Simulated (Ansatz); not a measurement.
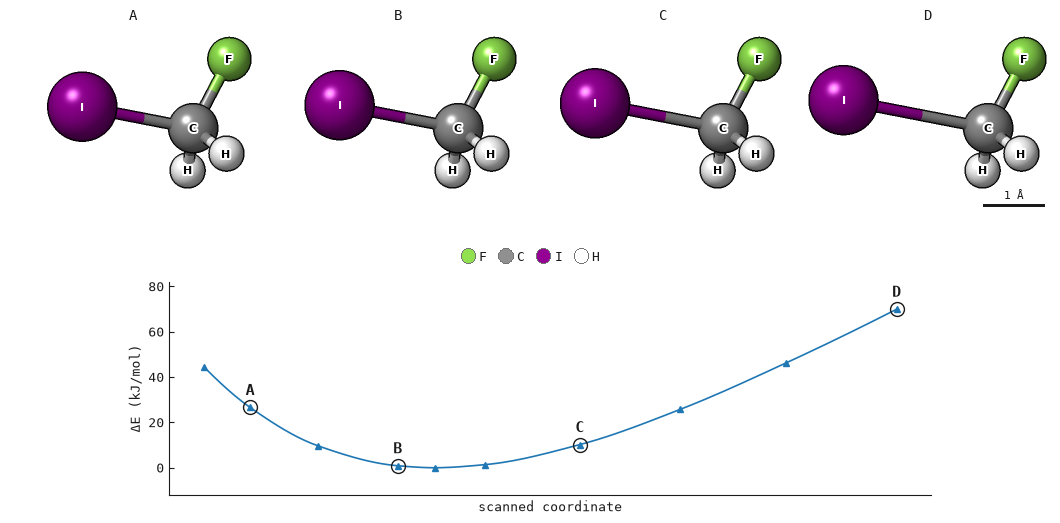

Frames of a one-coordinate scan of CH2FI. The picture is a ball-and-stick view, seen at a tilt.

Computed with Ansatz: CCSD(T), basis def2-TZVPP, on geometries moved rigidly from the minimum at PBE0-D4/def2-TZVP. Coupled cluster with a frozen core. Elements past krypton carry the basis set's effective core potentials. Energies are counted from the PBE0-D4/def2-TZVP minimum geometry at the same level.

What is being scanned?

Answer. The C–I bond length is varied, with the rest of the molecule carried along rigidly. In the frames the distance is 1.971 Å (A), 2.108 Å (B), 2.277 Å (C), 2.571 Å (D). Of the computed points the lowest is at the distance 2.142 Å, 0.0 kJ/mol. At the ends of the scan the energy is 44.6 kJ/mol (1.928 Å) and 69.9 kJ/mol (2.571 Å). The curvature at the lowest point is about 15 eV/Å² (2.3 mdyn/Å). The well is steeper on the short side, as for any bond. At 2.468 Å to 2.571 Å the mean-field solution behind CCSD(T) isn't stable (a lower one of broken symmetry exists), so those energies are less reliable.
